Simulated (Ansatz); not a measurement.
**BrH2MgNSi (SMILES [Br][Mg-]1[NH+]=[SiH]1): density, localisation and related maps**

Input file:

```
crystal:
  periodic: [false, false, false]
  atoms:
    - symbol: Br
      position_ang: [1.225861, 0.293520, -4.372133]
    - symbol: Mg
      position_ang: [0.691388, 0.801452, -2.136745]
    - symbol: N
      position_ang: [0.429618, 1.789783, -0.462473]
    - symbol: Si
      position_ang: [-0.122999, 0.418859, 0.366425]
    - symbol: H
      position_ang: [-0.448438, 0.824105, 1.804193]
    - symbol: H
      position_ang: [0.535169, 2.731822, -0.088227]
basis:
  gaussian:
    orbitals: def2-TZVPD
output: {forces: true, orbitals: {seedname: orbitals}}
hamiltonian:
  xc: pbe0
```

Launched as:

```sh
ansatz run input.yaml --threads 2 --pin off --max-ram 4350MiB --events-out events.jsonl --progress --plain --runs-dir runs
```

Geometry: PBE0-D3(BJ)/def2-SVP.

These are results of Ansatz 0.2.0, isolated molecule in a Gaussian basis; Kohn-Sham density functional theory, functional PBE0, not measurements.

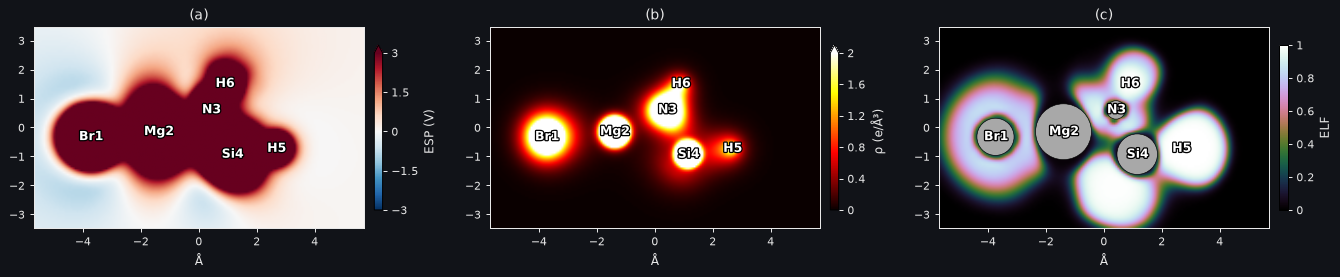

Figure 1. (a) electrostatic potential; (b) electron density; (c) electron localisation function on the molecular plane. Grey discs cover the atomic cores in the ELF map.

Describe what can be read from this map.

The section cuts through Br, Mg, N, Si and H sites. Si–N (1.69 Å): the density is about 1.1 e/Å³ at the midpoint; the ELF peaks at about 0.90 between the atoms, as expected for a polar covalent bond. Mg–N (1.96 Å): the density is about 0.51 e/Å³ at the midpoint; the ELF peaks at about 0.90 in the valence shell of N, 0.7 Å from its nucleus, and falls to about 0.05 next to Mg (a closed-shell, largely ionic contact). Mg–Br (2.35 Å): ρ is about 0.5 e/Å³ halfway; the ELF peaks at about 0.85 in the valence shell of Br, 1.1 Å from its nucleus, and falls to about 0.05 next to Mg (a closed-shell, largely ionic contact). Mg–Si (2.66 Å): ρ at the midpoint is about 0.24 e/Å³; the ELF is about 0.25 at the midpoint. N–H (1.02 Å): ρ at the midpoint is about 2.8 e/Å³; the ELF climbs to about 1 towards the hydrogen, as it does in any bond to H (a covalent bond by its length). Outside the dense part of the molecule the potential is most negative (−0.8 V) near Br1.

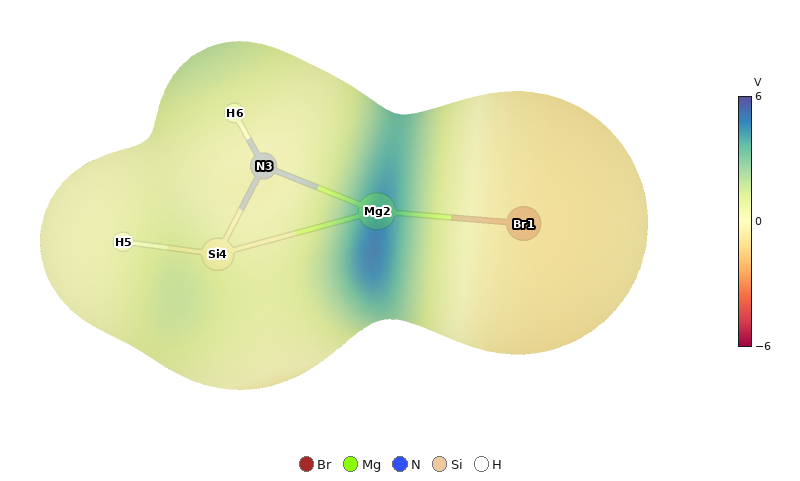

Figure 2. The electrostatic potential painted on the density surface at 0.002 e/bohr³, seen at a tilt; the colour scale runs from red (negative) to blue (positive).

Where is the surface potential most negative and most positive?

The most negative region (about −0.8 V) lies over Br1, the most positive (about +4.9 V) over Mg2.

How polar is the molecule by this calculation?

Its dipole moment is 3.16 D.

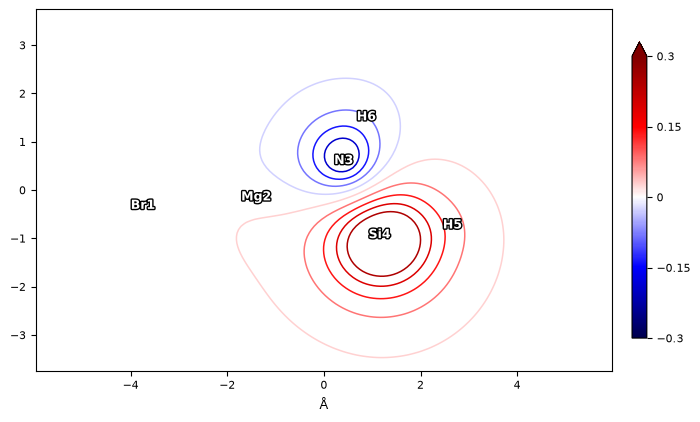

Figure 3. The LUMO on a plane 0.8 Å above the molecular plane (values in Å⁻³ᐟ²; the overall sign is arbitrary).

Describe this orbital and give its energy.

Its weight (Hirshfeld) is mainly on Si4 (about 70 %) and N3 (about 15 %); it changes sign across the molecular plane (π type). Its energy is −2.01 eV.
